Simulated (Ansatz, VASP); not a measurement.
# TiAl3 in two plane-wave programs, part 2 of 2

Aim: how closely do two programs agree when they are given the same cell, functional and k mesh?  The cell comes out of the VASP series on this material, whose earlier steps may have relaxed, scaled or displaced it; both programs get it as it stands.

VASP 6.6.1 and Ansatz 0.2.0.

So far: Set-up; Ansatz: band structure, r2SCAN with rVV10.

**3. VASP: band structure, r2SCAN with rVV10**

Level of this step: r2SCAN with rVV10; plane waves and PAW (Ti_sv, Al) (VASP).

The same cell, functional, mesh and smearing now go to VASP, with its own data sets and cutoff.

Lines of VASP's logs that name or quote its potential files are left out, and so is its time.

INCAR reads:

```
SYSTEM = TiAl3
PREC = Accurate
ENCUT = 400
EDIFF = 1E-06
NELM = 100
ISMEAR = 1
SIGMA = 0.2
LREAL = .FALSE.
ALGO = Normal
METAGGA = R2SCAN
LUSE_VDW = .TRUE.
IVDW_NL = 2
BPARAM = 11.95
CPARAM = 0.0093
LASPH = .TRUE.
NBANDS = 24
LORBIT = 11
LWAVE = .FALSE.
LCHARG = .FALSE.
KPAR = 4
```

POSCAR reads:

```
TiAl3
1.0
    0.0000000000     -3.8132887164      0.0000000000
   -3.8132887164      0.0000000000      0.0000000000
    1.9066443582     -1.9066443582     -4.2788394424
Ti Al
1 3
Direct
    0.0000000000      0.0000000000      0.0000000000
    0.5000000000      0.5000000000      0.0000000000
    0.7500000000      0.7500000000      0.5000000000
    0.2500000000      0.2500000000      0.5000000000
```

KPOINTS reads:

```
Automatic mesh
0
Gamma
7 7 7
0 0 0
```

KPOINTS_OPT reads:

```
Line mode
16
Line-mode
Reciprocal
  0.00000000   0.00000000   0.00000000 GAMMA
  0.50000000  -0.50000000   0.50000000 X

  0.50000000  -0.50000000   0.50000000 X
  0.59927900  -0.40072100   0.50000000 Y

  0.59927900  -0.40072100   0.50000000 Y
  0.59927900   0.00000000   0.29963950 S

  0.59927900   0.00000000   0.29963950 S
  0.00000000   0.00000000   0.00000000 GAMMA

  0.00000000   0.00000000   0.00000000 GAMMA
  0.00000000   0.00000000  -0.50000000 Z

  0.00000000   0.00000000  -0.50000000 Z
  0.40072100   0.00000000  -0.29963950 S1

  0.40072100   0.00000000  -0.29963950 S1
  0.50000000   0.00000000   0.00000000 N

  0.50000000   0.00000000   0.00000000 N
  0.50000000  -0.50000000   0.25000000 P

  0.50000000  -0.50000000   0.25000000 P
  0.40072100  -0.40072100  -0.09927900 Y1

  0.40072100  -0.40072100  -0.09927900 Y1
  0.00000000   0.00000000  -0.50000000 Z

  0.50000000  -0.50000000   0.50000000 X
  0.50000000  -0.50000000   0.25000000 P
```

Potentials, in the order of the species: Ti_sv and Al (PBE family, release 64).

The run is started by

```console
> mpirun -np 4 vasp_std
```

Numbers of over 12 decimals in the logs are rounded to 6 here.

Log:

```text
[banner, memory and clock lines left out]
running    4 mpi-ranks, on    1 nodes
 distrk:  each k-point on    1 cores,    4 groups
 distr:  one band on    1 cores,    1 groups

 POSCAR found type information on POSCAR TiAl
 POSCAR found :  2 types and       4 ions
|                                                                             |
|               ----> ADVICE to this user running VASP <----                  |
|                                                                             |
|     You have switched on vdW-DFT.                                           |
|     This routine was written and supplied by Jiri Klimes. We recommend      |
|     that you carefully read and cite the following publications:            |
|       J. Klimes, D.R. Bowler, A. Michelides                                 |
|          J. Phys.: Cond Matt. 22 022201 (2010)                              |
|       J. Klimes, D.R. Bowler, A. Michelides                                 |
|          Phys. Rev. B. 83, 195131 (2011)                                    |
|     and references therein.                                                 |
|                                                                             |

|                                                                             |
|               ----> ADVICE to this user running VASP <----                  |
|                                                                             |
|     You enforced a specific xc type in the INCAR file but a different       |
|     [... a line on the potential file left out ...]
|     I HOPE YOU KNOW WHAT YOU ARE DOING!                                     |
|                                                                             |

 LDA part: xc-table for (None), standard interpolation
 POSCAR, INCAR and KPOINTS ok, starting setup
 FFT: planning ... GRIDC
 FFT: planning ... GRID_SOFT
 FFT: planning ... GRID
 WAVECAR not read
 entering main loop
       N       E                     dE             d eps       ncg     rms          rms(c)
Total rVV10 correction in eV:      0.4953401    27.5390959
Total rVV10 correction in eV:      0.4953401    27.5390959
Total rVV10 correction in eV:      0.4953401    27.5390959
Total rVV10 correction in eV:      0.4953401    27.5390959
DAV:   1     0.104979854868E+03    0.10498E+03   -0.76767E+03  1920   0.690E+02
DAV:   2    -0.317997855168E+02   -0.13678E+03   -0.13080E+03  2080   0.218E+02
DAV:   3    -0.392927936299E+02   -0.74930E+01   -0.73917E+01  2688   0.501E+01
DAV:   4    -0.395425410921E+02   -0.24975E+00   -0.24944E+00  2288   0.873E+00
DAV:   5    -0.395517926866E+02   -0.92516E-02   -0.92512E-02  2600   0.170E+00    0.131E+01
Total rVV10 correction in eV:      0.4741690    27.5390953
Total rVV10 correction in eV:      0.4741690    27.5390953
Total rVV10 correction in eV:      0.4741690    27.5390953
Total rVV10 correction in eV:      0.4741690    27.5390953
DAV:   6    -0.347670965754E+02    0.47847E+01   -0.10716E+01  2056   0.306E+01    0.583E+00
Total rVV10 correction in eV:      0.4785315    27.5390952
Total rVV10 correction in eV:      0.4785315    27.5390952
Total rVV10 correction in eV:      0.4785315    27.5390952
Total rVV10 correction in eV:      0.4785315    27.5390952
DAV:   7    -0.344691386879E+02    0.29796E+00   -0.31892E+00  2296   0.111E+01    0.340E+00
Total rVV10 correction in eV:      0.4737956    27.5390952
Total rVV10 correction in eV:      0.4737956    27.5390952
Total rVV10 correction in eV:      0.4737956    27.5390952
Total rVV10 correction in eV:      0.4737956    27.5390952
DAV:   8    -0.344481897234E+02    0.20949E-01   -0.46035E-01  2752   0.435E+00    0.120E+00
Total rVV10 correction in eV:      0.4741889    27.5390952
Total rVV10 correction in eV:      0.4741889    27.5390952
Total rVV10 correction in eV:      0.4741889    27.5390952
Total rVV10 correction in eV:      0.4741889    27.5390952
DAV:   9    -0.344280555890E+02    0.20134E-01   -0.72393E-02  2296   0.156E+00    0.336E-01
Total rVV10 correction in eV:      0.4745393    27.5390952
Total rVV10 correction in eV:      0.4745393    27.5390952
Total rVV10 correction in eV:      0.4745393    27.5390952
Total rVV10 correction in eV:      0.4745393    27.5390952
DAV:  10    -0.344281742864E+02   -0.11870E-03   -0.88510E-03  2352   0.661E-01    0.144E-01
Total rVV10 correction in eV:      0.4743784    27.5390952
Total rVV10 correction in eV:      0.4743784    27.5390952
Total rVV10 correction in eV:      0.4743784    27.5390952
Total rVV10 correction in eV:      0.4743784    27.5390952
DAV:  11    -0.344279515450E+02    0.22274E-03   -0.13586E-03  2880   0.244E-01    0.174E-02
Total rVV10 correction in eV:      0.4743417    27.5390952
Total rVV10 correction in eV:      0.4743417    27.5390952
Total rVV10 correction in eV:      0.4743417    27.5390952
Total rVV10 correction in eV:      0.4743417    27.5390952
DAV:  12    -0.344279400536E+02    0.11491E-04   -0.91393E-05  2264   0.652E-02    0.191E-02
Total rVV10 correction in eV:      0.4743317    27.5390952
Total rVV10 correction in eV:      0.4743317    27.5390952
Total rVV10 correction in eV:      0.4743317    27.5390952
Total rVV10 correction in eV:      0.4743317    27.5390952
DAV:  13    -0.344279404235E+02   -0.36989E-06   -0.42854E-06  2312   0.130E-02
Total rVV10 correction in eV:      0.4743722    27.5390952
Total rVV10 correction in eV:      0.4743722    27.5390952
Total rVV10 correction in eV:      0.4743722    27.5390952
Total rVV10 correction in eV:      0.4743722    27.5390952
Total rVV10 correction in eV:      0.4743415    27.5390952
Total rVV10 correction in eV:      0.4743415    27.5390952
Total rVV10 correction in eV:      0.4743415    27.5390952
Total rVV10 correction in eV:      0.4743415    27.5390952
   1 F= -.34427940E+02 E0= -.34428432E+02  d E =0.147504E-02
 Start KPOINTS_OPT (optional k-point list driver)
k-point batch [1-40\176]
       N       E                     dE             ncg
DAV:   1    -0.218698949786E+04   -0.23749E+05     1920
DAV:   2    -0.764631147832E+04   -0.54593E+04     1968
DAV:   3    -0.793898197125E+04   -0.29267E+03     2632
DAV:   4    -0.794753656497E+04   -0.85546E+01     2328
DAV:   5    -0.794780989197E+04   -0.27333E+00     2536
DAV:   6    -0.794782021278E+04   -0.10321E-01     2432
DAV:   7    -0.794782069784E+04   -0.48506E-03     2616
DAV:   8    -0.794782072368E+04   -0.25836E-04     2072
DAV:   9    -0.794782072507E+04   -0.13967E-05     1872
DAV:  10    -0.794782072523E+04   -0.15888E-06     1560
[...]
k-point batch [161-176\176]
       N       E                     dE             ncg
DAV:   1     0.122951974301E+05   -0.11838E+05      776
DAV:   2     0.101496140659E+05   -0.21456E+04      776
DAV:   3     0.100396991307E+05   -0.10991E+03     1064
DAV:   4     0.100363090722E+05   -0.33901E+01      992
DAV:   5     0.100361943184E+05   -0.11475E+00     1000
DAV:   6     0.100361899032E+05   -0.44153E-02     1000
DAV:   7     0.100361896948E+05   -0.20836E-03     1024
DAV:   8     0.100361896844E+05   -0.10436E-04      936
DAV:   9     0.100361896840E+05   -0.33026E-06      776
```

From OUTCAR (step 3):

```text
ion  position               nearest neighbor table
   1  0.000  0.000  0.000-   2 2.70   2 2.70   2 2.70   2 2.70   4 2.87   3 2.87   4 2.87   3 2.87
                             4 2.87   3 2.87   4 2.87   3 2.87
   2  0.500  0.500  0.000-   1 2.70   1 2.70   1 2.70   1 2.70   4 2.87   3 2.87   4 2.87   3 2.87
                             3 2.87   4 2.87   3 2.87   4 2.87
   3  0.750  0.750  0.500-   4 2.70   4 2.70   4 2.70   4 2.70   2 2.87   2 2.87   1 2.87   1 2.87
                             1 2.87   1 2.87   2 2.87   2 2.87
   4  0.250  0.250  0.500-   3 2.70   3 2.70   3 2.70   3 2.70   2 2.87   2 2.87   1 2.87   1 2.87
                             2 2.87   2 2.87   1 2.87   1 2.87

  LATTYP: Found a body centered tetragonal cell.
 ALAT       =     3.8132887164
 C/A-ratio  =     2.2441728181

 Subroutine GETGRP returns: Found 16 space group operations
 (whereof 16 operations were pure point group operations)

The static configuration has the point symmetry D_4h.

 Found     40 irreducible k-points:

   k-points           NKPTS =     40   k-points in BZ     NKDIM =     40   number of bands    NBANDS=     24

   dimension x,y,z NGX =    28 NGY =   28 NGZ =   36
   dimension x,y,z NGXF=    56 NGYF=   56 NGZF=   72

   ENCUT  =  400.0 eV  29.40 Ry    5.42 a.u.   6.22  6.22  8.25*2*pi/ulx,y,z

   NELECT =      21.0000    total number of electrons

 k-points in reciprocal lattice and weights: Automatic mesh
   0.00000000  0.00000000  0.00000000       0.003
   0.14285714  0.00000000  0.00000000       0.023
   0.28571429  0.00000000  0.00000000       0.023
   0.42857143  0.00000000  0.00000000       0.023
   0.14285714  0.14285714  0.00000000       0.012
   0.28571429  0.14285714 -0.00000000       0.047
   0.42857143  0.14285714  0.00000000       0.047
  -0.42857143  0.14285714 -0.00000000       0.047
  -0.28571429  0.14285714  0.00000000       0.047
[...]
0.00000000  0.00000000  0.42857143       0.006
  -0.14285714  0.00000000  0.42857143       0.012

 average (electrostatic) potential at core
       1 -76.6048       2 -74.3237       3 -74.2344       4 -74.2344

 E-fermi :   8.4098

 k-point     1 :       0.0000    0.0000    0.0000
  band No.  band energies     occupation
    ...
      6       5.4143      2.00000
      7       5.4886      2.00000
      8       6.9314      2.00000
      9       7.0929      2.00000
     10       7.0929      2.00000
     11       9.2781     -0.00000
     12      10.1836     -0.00000
     13      10.1836     -0.00000
     14      10.5924     -0.00000
     15      11.3319     -0.00000
    ...

 k-point     2 :       0.1429    0.0000    0.0000
  band No.  band energies     occupation
    ...
      6       4.5848      2.00000
      7       5.9353      2.00000
      8       6.4891      2.00000
      9       6.9014      2.00000
     10       7.2531      2.00000
     11       8.6379     -0.06849
     12       9.7134     -0.00000
     13      10.4698     -0.00000
     14      10.9567     -0.00000
     15      11.8748     -0.00000
    ...

 k-point     3 :       0.2857    0.0000    0.0000
  band No.  band energies     occupation
    ...
      7       4.7808      2.00000
      8       5.9608      2.00000
      9       7.4661      2.00000
     10       7.6486      2.00000
     11       8.2801      1.88113
     12       9.6645     -0.00000
     13      10.6569     -0.00000
     14      11.3174     -0.00000
     15      12.1758     -0.00000
     16      13.2549      0.00000
    ...

  Total        0.0321100      0.0321100      0.0449182      0.0000000      0.0000000      0.0000000
  in kB        0.8268485      0.8268485      1.1566645      0.0000000      0.0000000      0.0000000
  external PRESSURE =       0.9367872 kB  Pullay stress =       0.0000000 kB

  energy-cutoff  :      400.00
  volume of cell :       62.22
      direct lattice vectors                 reciprocal lattice vectors
     0.000000000 -3.813288716  0.000000000     0.000000000 -0.262240831  0.116854116
    -3.813288716  0.000000000  0.000000000    -0.262240831  0.000000000 -0.116854116
     1.906644358 -1.906644358 -4.278839442     0.000000000  0.000000000 -0.233708232

 POSITION                                       TOTAL-FORCE (eV/Angst)
 -----------------------------------------------------------------------------------
      0.00000      0.00000      0.00000        -0.000000      0.000000      0.000000
     -1.90664     -1.90664      0.00000        -0.000000      0.000000      0.000000
     -1.90664     -3.81329     -2.13942        -0.000000      0.000000      0.000000
      0.00000     -1.90664     -2.13942         0.000000     -0.000000      0.000000
 -----------------------------------------------------------------------------------
    total drift:                                0.000000     -0.000000      0.000000

  FREE ENERGIE OF THE ION-ELECTRON SYSTEM (eV)
  ---------------------------------------------------
  free  energy   TOTEN  =       -34.4279404235 eV

  energy  without entropy=      -34.4294154611  energy(sigma->0) =      -34.42843210

 total charge
# of ion       s       p       d       tot
------------------------------------------
    1        2.165   6.128   1.982  10.275
    2        0.444   0.395   0.000   0.839
    3        0.405   0.425   0.000   0.829
    4        0.405   0.425   0.000   0.829
--------------------------------------------------
tot          3.418   7.372   1.982  12.773

[... 3 further parts left out ...]
```

The run ends at a pressure of 0.09 GPa.

**4. Comparison**

Known differences besides the PAW data sets themselves: VASP keeps PBE cores, Ansatz makes them for the functional; the cutoff is 500 eV in Ansatz and 400 eV in VASP. Total energies have different zeros and are not compared.

Both answers:

```tsv
quantity	Ansatz	VASP	difference
pressure (GPa)	0.16	0.09	+0.07
```

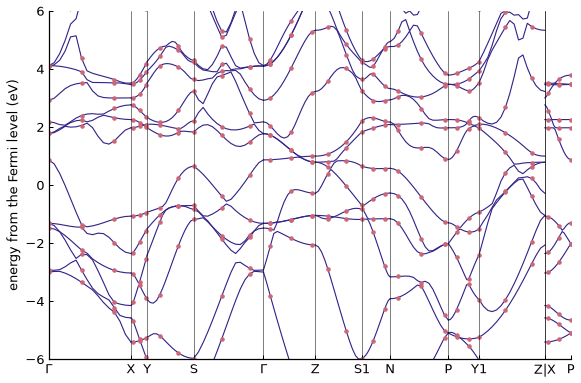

Bands from VASP (lines) and levels from Ansatz (dots). Dots without a line are higher empty bands that the VASP plot leaves out.

Levels from 3 eV below to 2 eV above the Fermi level differ by 3 meV r.m.s. and 7 meV at most; each VASP level is matched to the nearest of Ansatz, which flatters the figure a little. Ansatz's pressure holds a Pulay correction of 0.03 GPa; VASP's holds none.

**5. Summary of results**

* r.m.s. difference of levels near the Fermi level (band structure, r2SCAN with rVV10): 2.8 meV

**Reading.** The r.m.s. difference of levels near the Fermi level is 2.8 meV (band structure, r2SCAN with rVV10), within the 80 meV picked in this series as the mark of a large difference. How closely two codes agree says nothing of how well the functional describes the real material.

[Lines on the potential files, build, host, timing and source positions are cut from VASP's logs without a mark.]

[Logs are printed without paths, hosts, clocks, repeated set-up lines and the standing remarks that a program may print on its own settings, such as how far it seeks lower states.]

[Hosts, paths, dates, database ids (printed as entryN), source tags and the programs' standing remarks are cut or masked in the printed files.]
